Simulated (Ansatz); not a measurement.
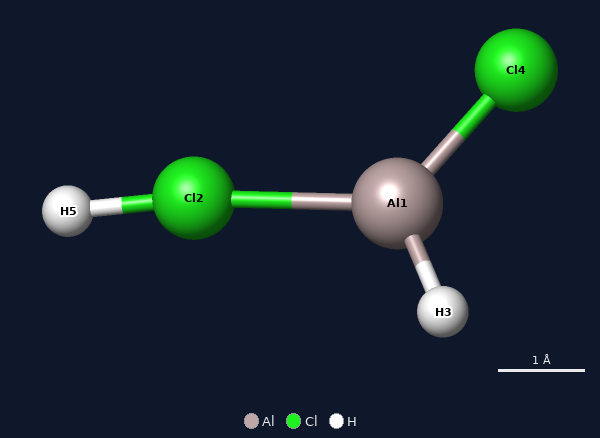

**Figure 1.** The input geometry (ball-and-stick view, seen at a tilt; atoms are numbered from 1 in the order of the input). Sticks mark near contacts.

**AlH$_{2}$Cl$_{2}$: molecular dynamics (part 1 of 4)**

- system: AlH$_{2}$Cl$_{2}$, multiplicity 2
- method: UKS BHLYP/cc-pVDZ (Ansatz 0.2.0)

It belongs to a series of runs on one base structure; here: dynamics from the highest image of the converged band. Figures and captions count atoms from 1; the log counts them from 0 in places.

### Output
```
Engine: ansatz 0.2.0, aarch64-unknown-linux-gnu
Functional definition: BHLYP
  parameter a = 0.5
  exchange = (1 - a)*b88_x + a*exact_x
  correlation = lyp_c
722 factors; integrals over basis functions are off by at most 4.3e-4 eV
mean field evaluation 1: about -31674.0284 eV, gradient 1.0e1 eV
mean field evaluation 2: about -31674.5609 eV, gradient 7.7e0 eV
mean field evaluation 4: about -31674.9194 eV, gradient 5.5e-1 eV
mean field evaluation 8: about -31674.9545 eV, gradient 3.9e-2 eV
mean field evaluation 16: about -31674.9545 eV, gradient 4.0e-5 eV
mean field -31674.95452098 eV, -1164.0331085908 hartree, gradient 4.0e-5 eV, S^2 0.769234; 0 other end points of the search recorded, 0 dependent functions left out
the calculation of the forces begins
reference -31674.95469915 eV, -1164.0331151384 hartree; 25, 24 occupied and 39, 40 virtual orbitals, 722 factors
md step     0: t =     0.00 fs  T =   300.0 K  F+E_penalty+E_count = -31674.95452098 eV  E_kin = 0.116334 eV  conserved = -31674.83818698 eV  (30 SCF iters)
these checks for a lower state are left out or cut short: starts, cluster_reference, orbital_swaps, neighbouring_geometries, increment
722 factors; integrals over basis functions are off by at most 4.3e-4 eV
mean field -31674.95411544 eV, -1164.0330936874 hartree, gradient 2.1e-5 eV, S^2 0.769761; 0 other end points of the search recorded, 0 dependent functions left out
the calculation of the forces begins
reference -31674.95429424 eV, -1164.0331002583 hartree; 25, 24 occupied and 39, 40 virtual orbitals, 722 factors
md step     1: t =     0.50 fs  T =   299.0 K  F+E_penalty+E_count = -31674.95411544 eV  E_kin = 0.115941 eV  conserved = -31674.83817450 eV  (29 SCF iters)
[... from here on the SCF iterations and repeated set-up lines of each step are left out, up to the last step ...]
md step     2: t =     1.00 fs  T =   296.5 K  F+E_penalty+E_count = -31674.95311731 eV  E_kin = 0.114962 eV  conserved = -31674.83815548 eV  (29 SCF iters)
md step     3: t =     1.50 fs  T =   293.1 K  F+E_penalty+E_count = -31674.95180244 eV  E_kin = 0.113673 eV  conserved = -31674.83812989 eV  (29 SCF iters)
md step     4: t =     2.00 fs  T =   290.0 K  F+E_penalty+E_count = -31674.95055578 eV  E_kin = 0.112456 eV  conserved = -31674.83809931 eV  (28 SCF iters)
md step     5: t =     2.50 fs  T =   288.3 K  F+E_penalty+E_count = -31674.94984515 eV  E_kin = 0.111779 eV  conserved = -31674.83806618 eV  (28 SCF iters)
md step     6: t =     3.00 fs  T =   289.2 K  F+E_penalty+E_count = -31674.95017823 eV  E_kin = 0.112143 eV  conserved = -31674.83803485 eV  (29 SCF iters)
md step     7: t =     3.50 fs  T =   294.1 K  F+E_penalty+E_count = -31674.95204447 eV  E_kin = 0.114036 eV  conserved = -31674.83800836 eV  (29 SCF iters)
md step     8: t =     4.00 fs  T =   304.0 K  F+E_penalty+E_count = -31674.95586166 eV  E_kin = 0.117872 eV  conserved = -31674.83799002 eV  (28 SCF iters)
md step     9: t =     4.50 fs  T =   319.6 K  F+E_penalty+E_count = -31674.96193036 eV  E_kin = 0.123949 eV  conserved = -31674.83798114 eV  (28 SCF iters)
md step    10: t =     5.00 fs  T =   341.5 K  F+E_penalty+E_count = -31674.97041270 eV  E_kin = 0.132431 eV  conserved = -31674.83798150 eV  (29 SCF iters)
md step    11: t =     5.50 fs  T =   369.7 K  F+E_penalty+E_count = -31674.98133589 eV  E_kin = 0.143347 eV  conserved = -31674.83798937 eV  (29 SCF iters)
md step    12: t =     6.00 fs  T =   403.9 K  F+E_penalty+E_count = -31674.99461970 eV  E_kin = 0.156618 eV  conserved = -31674.83800205 eV  (29 SCF iters)
md step    13: t =     6.50 fs  T =   443.8 K  F+E_penalty+E_count = -31675.01011896 eV  E_kin = 0.172102 eV  conserved = -31674.83801661 eV  (29 SCF iters)
md step    14: t =     7.00 fs  T =   489.0 K  F+E_penalty+E_count = -31675.02766995 eV  E_kin = 0.189639 eV  conserved = -31674.83803062 eV  (29 SCF iters)
md step    15: t =     7.50 fs  T =   539.2 K  F+E_penalty+E_count = -31675.04712900 eV  E_kin = 0.209087 eV  conserved = -31674.83804222 eV  (28 SCF iters)
md step    16: t =     8.00 fs  T =   594.0 K  F+E_penalty+E_count = -31675.06839775 eV  E_kin = 0.230346 eV  conserved = -31674.83805136 eV  (29 SCF iters)
md step    17: t =     8.50 fs  T =   653.4 K  F+E_penalty+E_count = -31675.09142873 eV  E_kin = 0.253371 eV  conserved = -31674.83805821 eV  (28 SCF iters)
md step    18: t =     9.00 fs  T =   717.3 K  F+E_penalty+E_count = -31675.11621749 eV  E_kin = 0.278154 eV  conserved = -31674.83806387 eV  (28 SCF iters)
md step    19: t =     9.50 fs  T =   785.8 K  F+E_penalty+E_count = -31675.14278202 eV  E_kin = 0.304712 eV  conserved = -31674.83806978 eV  (28 SCF iters)
md step    20: t =    10.00 fs  T =   858.9 K  F+E_penalty+E_count = -31675.17113707 eV  E_kin = 0.333060 eV  conserved = -31674.83807725 eV  (30 SCF iters)
md step    21: t =    10.50 fs  T =   936.6 K  F+E_penalty+E_count = -31675.20126932 eV  E_kin = 0.363182 eV  conserved = -31674.83808717 eV  (28 SCF iters)
md step    22: t =    11.00 fs  T =  1018.7 K  F+E_penalty+E_count = -31675.23311753 eV  E_kin = 0.395017 eV  conserved = -31674.83810028 eV  (28 SCF iters)
md step    23: t =    11.50 fs  T =  1104.9 K  F+E_penalty+E_count = -31675.26655783 eV  E_kin = 0.428441 eV  conserved = -31674.83811684 eV  (28 SCF iters)
md step    24: t =    12.00 fs  T =  1194.6 K  F+E_penalty+E_count = -31675.30139594 eV  E_kin = 0.463259 eV  conserved = -31674.83813684 eV  (29 SCF iters)
md step    25: t =    12.50 fs  T =  1287.3 K  F+E_penalty+E_count = -31675.33736572 eV  E_kin = 0.499206 eV  conserved = -31674.83816006 eV  (28 SCF iters)
md step    26: t =    13.00 fs  T =  1382.1 K  F+E_penalty+E_count = -31675.37413370 eV  E_kin = 0.535948 eV  conserved = -31674.83818592 eV  (27 SCF iters)
md step    27: t =    13.50 fs  T =  1477.9 K  F+E_penalty+E_count = -31675.41131013 eV  E_kin = 0.573097 eV  conserved = -31674.83821311 eV  (27 SCF iters)
md step    28: t =    14.00 fs  T =  1573.6 K  F+E_penalty+E_count = -31675.44846940 eV  E_kin = 0.610229 eV  conserved = -31674.83824020 eV  (27 SCF iters)
md step    29: t =    14.50 fs  T =  1668.2 K  F+E_penalty+E_count = -31675.48517497 eV  E_kin = 0.646909 eV  conserved = -31674.83826580 eV  (27 SCF iters)
md step    30: t =    15.00 fs  T =  1760.6 K  F+E_penalty+E_count = -31675.52100617 eV  E_kin = 0.682718 eV  conserved = -31674.83828818 eV  (28 SCF iters)
md step    31: t =    15.50 fs  T =  1849.7 K  F+E_penalty+E_count = -31675.55558953 eV  E_kin = 0.717284 eV  conserved = -31674.83830505 eV  (27 SCF iters)
md step    32: t =    16.00 fs  T =  1934.9 K  F+E_penalty+E_count = -31675.58863534 eV  E_kin = 0.750321 eV  conserved = -31674.83831433 eV  (27 SCF iters)
md step    33: t =    16.50 fs  T =  2015.7 K  F+E_penalty+E_count = -31675.61996980 eV  E_kin = 0.781655 eV  conserved = -31674.83831512 eV  (27 SCF iters)
md step    34: t =    17.00 fs  T =  2092.0 K  F+E_penalty+E_count = -31675.64955193 eV  E_kin = 0.811244 eV  conserved = -31674.83830747 eV  (27 SCF iters)
md step    35: t =    17.50 fs  T =  2164.1 K  F+E_penalty+E_count = -31675.67747380 eV  E_kin = 0.839181 eV  conserved = -31674.83829278 eV  (27 SCF iters)
md step    36: t =    18.00 fs  T =  2232.4 K  F+E_penalty+E_count = -31675.70394192 eV  E_kin = 0.865669 eV  conserved = -31674.83827294 eV  (27 SCF iters)
md step    37: t =    18.50 fs  T =  2297.7 K  F+E_penalty+E_count = -31675.72924274 eV  E_kin = 0.890991 eV  conserved = -31674.83825165 eV  (26 SCF iters)
md step    38: t =    19.00 fs  T =  2360.8 K  F+E_penalty+E_count = -31675.75368627 eV  E_kin = 0.915453 eV  conserved = -31674.83823343 eV  (26 SCF iters)
md step    39: t =    19.50 fs  T =  2422.3 K  F+E_penalty+E_count = -31675.77754547 eV  E_kin = 0.939313 eV  conserved = -31674.83823230 eV  (26 SCF iters)
md step    40: t =    20.00 fs  T =  2482.6 K  F+E_penalty+E_count = -31675.80094932 eV  E_kin = 0.962717 eV  conserved = -31674.83823257 eV  (27 SCF iters)
md step    41: t =    20.50 fs  T =  2541.8 K  F+E_penalty+E_count = -31675.82389183 eV  E_kin = 0.985647 eV  conserved = -31674.83824475 eV  (27 SCF iters)
md step    42: t =    21.00 fs  T =  2599.2 K  F+E_penalty+E_count = -31675.84617751 eV  E_kin = 1.007910 eV  conserved = -31674.83826763 eV  (27 SCF iters)
md step    43: t =    21.50 fs  T =  2653.9 K  F+E_penalty+E_count = -31675.86744475 eV  E_kin = 1.029146 eV  conserved = -31674.83829904 eV  (28 SCF iters)
md step    44: t =    22.00 fs  T =  2704.8 K  F+E_penalty+E_count = -31675.88720432 eV  E_kin = 1.048869 eV  conserved = -31674.83833503 eV  (25 SCF iters)
md step    45: t =    22.50 fs  T =  2750.4 K  F+E_penalty+E_count = -31675.90489384 eV  E_kin = 1.066531 eV  conserved = -31674.83836297 eV  (25 SCF iters)
md step    46: t =    23.00 fs  T =  2789.2 K  F+E_penalty+E_count = -31675.91999051 eV  E_kin = 1.081589 eV  conserved = -31674.83840147 eV  (26 SCF iters)
md step    47: t =    23.50 fs  T =  2820.1 K  F+E_penalty+E_count = -31675.93200261 eV  E_kin = 1.093578 eV  conserved = -31674.83842497 eV  (25 SCF iters)
md step    48: t =    24.00 fs  T =  2842.2 K  F+E_penalty+E_count = -31675.94059195 eV  E_kin = 1.102152 eV  conserved = -31674.83843946 eV  (25 SCF iters)
md step    49: t =    24.50 fs  T =  2855.0 K  F+E_penalty+E_count = -31675.94555942 eV  E_kin = 1.107114 eV  conserved = -31674.83844499 eV  (25 SCF iters)
md step    50: t =    25.00 fs  T =  2858.4 K  F+E_penalty+E_count = -31675.94685357 eV  E_kin = 1.108411 eV  conserved = -31674.83844228 eV  (26 SCF iters)
md step    51: t =    25.50 fs  T =  2852.5 K  F+E_penalty+E_count = -31675.94455858 eV  E_kin = 1.106126 eV  conserved = -31674.83843305 eV  (26 SCF iters)
md step    52: t =    26.00 fs  T =  2837.8 K  F+E_penalty+E_count = -31675.93886768 eV  E_kin = 1.100448 eV  conserved = -31674.83841938 eV  (26 SCF iters)
md step    53: t =    26.50 fs  T =  2815.1 K  F+E_penalty+E_count = -31675.93004679 eV  E_kin = 1.091643 eV  conserved = -31674.83840388 eV  (25 SCF iters)
md step    54: t =    27.00 fs  T =  2785.1 K  F+E_penalty+E_count = -31675.91839507 eV  E_kin = 1.080006 eV  conserved = -31674.83838858 eV  (26 SCF iters)
md step    55: t =    27.50 fs  T =  2748.6 K  F+E_penalty+E_count = -31675.90421134 eV  E_kin = 1.065836 eV  conserved = -31674.83837498 eV  (24 SCF iters)
md step    56: t =    28.00 fs  T =  2706.2 K  F+E_penalty+E_count = -31675.88776893 eV  E_kin = 1.049405 eV  conserved = -31674.83836378 eV  (26 SCF iters)
md step    57: t =    28.50 fs  T =  2658.6 K  F+E_penalty+E_count = -31675.86930131 eV  E_kin = 1.030946 eV  conserved = -31674.83835530 eV  (26 SCF iters)
md step    58: t =    29.00 fs  T =  2606.2 K  F+E_penalty+E_count = -31675.84898976 eV  E_kin = 1.010645 eV  conserved = -31674.83834502 eV  (25 SCF iters)
md step    59: t =    29.50 fs  T =  2549.5 K  F+E_penalty+E_count = -31675.82697746 eV  E_kin = 0.988637 eV  conserved = -31674.83834006 eV  (25 SCF iters)
md step    60: t =    30.00 fs  T =  2488.6 K  F+E_penalty+E_count = -31675.80335529 eV  E_kin = 0.965017 eV  conserved = -31674.83833871 eV  (25 SCF iters)
md step    61: t =    30.50 fs  T =  2423.7 K  F+E_penalty+E_count = -31675.77818902 eV  E_kin = 0.939848 eV  conserved = -31674.83834105 eV  (26 SCF iters)
md step    62: t =    31.00 fs  T =  2354.9 K  F+E_penalty+E_count = -31675.75153425 eV  E_kin = 0.913197 eV  conserved = -31674.83833729 eV  (24 SCF iters)
md step    63: t =    31.50 fs  T =  2282.6 K  F+E_penalty+E_count = -31675.72349199 eV  E_kin = 0.885163 eV  conserved = -31674.83832881 eV  (25 SCF iters)
md step    64: t =    32.00 fs  T =  2207.2 K  F+E_penalty+E_count = -31675.69423173 eV  E_kin = 0.855918 eV  conserved = -31674.83831339 eV  (25 SCF iters)
md step    65: t =    32.50 fs  T =  2129.4 K  F+E_penalty+E_count = -31675.66402712 eV  E_kin = 0.825743 eV  conserved = -31674.83828455 eV  (26 SCF iters)
md step    66: t =    33.00 fs  T =  2050.3 K  F+E_penalty+E_count = -31675.63330408 eV  E_kin = 0.795054 eV  conserved = -31674.83825008 eV  (28 SCF iters)
md step    67: t =    33.50 fs  T =  1971.3 K  F+E_penalty+E_count = -31675.60263238 eV  E_kin = 0.764427 eV  conserved = -31674.83820544 eV  (25 SCF iters)
md step    68: t =    34.00 fs  T =  1894.4 K  F+E_penalty+E_count = -31675.57274422 eV  E_kin = 0.734592 eV  conserved = -31674.83815226 eV  (24 SCF iters)
md step    69: t =    34.50 fs  T =  1821.7 K  F+E_penalty+E_count = -31675.54450469 eV  E_kin = 0.706411 eV  conserved = -31674.83809355 eV  (25 SCF iters)
md step    70: t =    35.00 fs  T =  1755.7 K  F+E_penalty+E_count = -31675.51886177 eV  E_kin = 0.680828 eV  conserved = -31674.83803408 eV  (24 SCF iters)
md step    71: t =    35.50 fs  T =  1698.9 K  F+E_penalty+E_count = -31675.49677059 eV  E_kin = 0.658791 eV  conserved = -31674.83797964 eV  (24 SCF iters)
md step    72: t =    36.00 fs  T =  1653.4 K  F+E_penalty+E_count = -31675.47910022 eV  E_kin = 0.641164 eV  conserved = -31674.83793642 eV  (25 SCF iters)
md step    73: t =    36.50 fs  T =  1621.1 K  F+E_penalty+E_count = -31675.46653813 eV  E_kin = 0.628629 eV  conserved = -31674.83790960 eV  (25 SCF iters)
md step    74: t =    37.00 fs  T =  1603.0 K  F+E_penalty+E_count = -31675.45951139 eV  E_kin = 0.621609 eV  conserved = -31674.83790206 eV  (25 SCF iters)
md step    75: t =    37.50 fs  T =  1599.4 K  F+E_penalty+E_count = -31675.45814149 eV  E_kin = 0.620227 eV  conserved = -31674.83791408 eV  (24 SCF iters)
md step    76: t =    38.00 fs  T =  1609.9 K  F+E_penalty+E_count = -31675.46224035 eV  E_kin = 0.624297 eV  conserved = -31674.83794306 eV  (24 SCF iters)
md step    77: t =    38.50 fs  T =  1633.3 K  F+E_penalty+E_count = -31675.47134888 eV  E_kin = 0.633364 eV  conserved = -31674.83798481 eV  (23 SCF iters)
md step    78: t =    39.00 fs  T =  1667.9 K  F+E_penalty+E_count = -31675.48480613 eV  E_kin = 0.646773 eV  conserved = -31674.83803330 eV  (23 SCF iters)
md step    79: t =    39.50 fs  T =  1711.7 K  F+E_penalty+E_count = -31675.50183880 eV  E_kin = 0.663755 eV  conserved = -31674.83808349 eV  (24 SCF iters)
md step    80: t =    40.00 fs  T =  1762.6 K  F+E_penalty+E_count = -31675.52164573 eV  E_kin = 0.683515 eV  conserved = -31674.83813059 eV  (23 SCF iters)
md step    81: t =    40.50 fs  T =  1818.8 K  F+E_penalty+E_count = -31675.54346933 eV  E_kin = 0.705297 eV  conserved = -31674.83817189 eV  (23 SCF iters)
md step    82: t =    41.00 fs  T =  1878.5 K  F+E_penalty+E_count = -31675.56664190 eV  E_kin = 0.728436 eV  conserved = -31674.83820589 eV  (24 SCF iters)
md step    83: t =    41.50 fs  T =  1940.2 K  F+E_penalty+E_count = -31675.59060882 eV  E_kin = 0.752376 eV  conserved = -31674.83823265 eV  (24 SCF iters)
md step    84: t =    42.00 fs  T =  2002.9 K  F+E_penalty+E_count = -31675.61492955 eV  E_kin = 0.776676 eV  conserved = -31674.83825316 eV  (25 SCF iters)
md step    85: t =    42.50 fs  T =  2065.6 K  F+E_penalty+E_count = -31675.63926269 eV  E_kin = 0.800994 eV  conserved = -31674.83826891 eV  (25 SCF iters)
md step    86: t =    43.00 fs  T =  2127.6 K  F+E_penalty+E_count = -31675.66334177 eV  E_kin = 0.825060 eV  conserved = -31674.83828169 eV  (24 SCF iters)
md step    87: t =    43.50 fs  T =  2188.5 K  F+E_penalty+E_count = -31675.68694698 eV  E_kin = 0.848654 eV  conserved = -31674.83829307 eV  (25 SCF iters)
md step    88: t =    44.00 fs  T =  2247.6 K  F+E_penalty+E_count = -31675.70987909 eV  E_kin = 0.871575 eV  conserved = -31674.83830420 eV  (25 SCF iters)
md step    89: t =    44.50 fs  T =  2304.5 K  F+E_penalty+E_count = -31675.73193857 eV  E_kin = 0.893622 eV  conserved = -31674.83831610 eV  (24 SCF iters)
md step    90: t =    45.00 fs  T =  2358.5 K  F+E_penalty+E_count = -31675.75290906 eV  E_kin = 0.914579 eV  conserved = -31674.83832957 eV  (28 SCF iters)
md step    91: t =    45.50 fs  T =  2409.1 K  F+E_penalty+E_count = -31675.77254670 eV  E_kin = 0.934202 eV  conserved = -31674.83834446 eV  (24 SCF iters)
md step    92: t =    46.00 fs  T =  2455.6 K  F+E_penalty+E_count = -31675.79057868 eV  E_kin = 0.952218 eV  conserved = -31674.83836062 eV  (24 SCF iters)
md step    93: t =    46.50 fs  T =  2497.1 K  F+E_penalty+E_count = -31675.80670790 eV  E_kin = 0.968331 eV  conserved = -31674.83837728 eV  (25 SCF iters)
md step    94: t =    47.00 fs  T =  2533.0 K  F+E_penalty+E_count = -31675.82062604 eV  E_kin = 0.982233 eV  conserved = -31674.83839325 eV  (25 SCF iters)
md step    95: t =    47.50 fs  T =  2562.3 K  F+E_penalty+E_count = -31675.83203373 eV  E_kin = 0.993627 eV  conserved = -31674.83840701 eV  (24 SCF iters)
md step    96: t =    48.00 fs  T =  2584.6 K  F+E_penalty+E_count = -31675.84066616 eV  E_kin = 1.002249 eV  conserved = -31674.83841674 eV  (24 SCF iters)
md step    97: t =    48.50 fs  T =  2599.2 K  F+E_penalty+E_count = -31675.84632348 eV  E_kin = 1.007903 eV  conserved = -31674.83842031 eV  (24 SCF iters)
md step    98: t =    49.00 fs  T =  2605.8 K  F+E_penalty+E_count = -31675.84890374 eV  E_kin = 1.010488 eV  conserved = -31674.83841608 eV  (24 SCF iters)
md step    99: t =    49.50 fs  T =  2604.6 K  F+E_penalty+E_count = -31675.84843193 eV  E_kin = 1.010029 eV  conserved = -31674.83840255 eV  (24 SCF iters)
md step   100: t =    50.00 fs  T =  2596.1 K  F+E_penalty+E_count = -31675.84508214 eV  E_kin = 1.006703 eV  conserved = -31674.83837931 eV  (24 SCF iters)
md step   101: t =    50.50 fs  T =  2580.9 K  F+E_penalty+E_count = -31675.83918367 eV  E_kin = 1.000837 eV  conserved = -31674.83834694 eV  (24 SCF iters)
md step   102: t =    51.00 fs  T =  2560.5 K  F+E_penalty+E_count = -31675.83120912 eV  E_kin = 0.992901 eV  conserved = -31674.83830814 eV  (25 SCF iters)
md step   103: t =    51.50 fs  T =  2536.2 K  F+E_penalty+E_count = -31675.82173777 eV  E_kin = 0.983472 eV  conserved = -31674.83826612 eV  (24 SCF iters)
md step   104: t =    52.00 fs  T =  2509.6 K  F+E_penalty+E_count = -31675.81140147 eV  E_kin = 0.973176 eV  conserved = -31674.83822549 eV  (25 SCF iters)
md step   105: t =    52.50 fs  T =  2482.4 K  F+E_penalty+E_count = -31675.80081451 eV  E_kin = 0.962624 eV  conserved = -31674.83819050 eV  (24 SCF iters)
md step   106: t =    53.00 fs  T =  2455.9 K  F+E_penalty+E_count = -31675.79050333 eV  E_kin = 0.952338 eV  conserved = -31674.83816513 eV  (25 SCF iters)
md step   107: t =    53.50 fs  T =  2431.0 K  F+E_penalty+E_count = -31675.78084639 eV  E_kin = 0.942695 eV  conserved = -31674.83815161 eV  (24 SCF iters)
md step   108: t =    54.00 fs  T =  2408.3 K  F+E_penalty+E_count = -31675.77203901 eV  E_kin = 0.933889 eV  conserved = -31674.83815020 eV  (24 SCF iters)
md step   109: t =    54.50 fs  T =  2387.8 K  F+E_penalty+E_count = -31675.76408933 eV  E_kin = 0.925930 eV  conserved = -31674.83815905 eV  (23 SCF iters)
md step   110: t =    55.00 fs  T =  2369.1 K  F+E_penalty+E_count = -31675.75684619 eV  E_kin = 0.918672 eV  conserved = -31674.83817468 eV  (24 SCF iters)
md step   111: t =    55.50 fs  T =  2351.5 K  F+E_penalty+E_count = -31675.75005201 eV  E_kin = 0.911859 eV  conserved = -31674.83819285 eV  (24 SCF iters)
md step   112: t =    56.00 fs  T =  2334.3 K  F+E_penalty+E_count = -31675.74340799 eV  E_kin = 0.905198 eV  conserved = -31674.83820970 eV  (24 SCF iters)
md step   113: t =    56.50 fs  T =  2316.8 K  F+E_penalty+E_count = -31675.73663669 eV  E_kin = 0.898415 eV  conserved = -31674.83822199 eV  (25 SCF iters)
md step   114: t =    57.00 fs  T =  2298.5 K  F+E_penalty+E_count = -31675.72953206 eV  E_kin = 0.891304 eV  conserved = -31674.83822759 eV  (27 SCF iters)
```
